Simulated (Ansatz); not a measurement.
Base system: MgS in the rock salt structure (space group Fm-3m, No. 225; a = 5.182 Å). Axes: x, y, z lie along the cube axes.

Perturbation: uniaxial stress, 2 GPa compression along x; all other stress components relax to zero.

Computed with PBEsol (Ansatz, a program for electronic structure; PAW; 420 eV plane waves; without spin-orbit coupling).

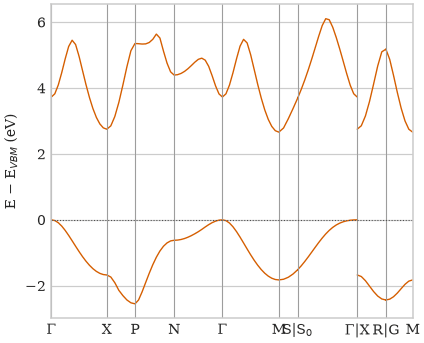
*Highest valence and lowest conduction band along the path of the changed cell's own zone*

Task: Read the changed gap and its character from the plot.

Result: About 2.7 eV, indirect, Γ → M.

Load acts through the strain it causes; cell and atoms are relaxed under it. Beyond what the load breaks, stability against distortions was not tested. Labels are those of the standard path for the cell's own space group.
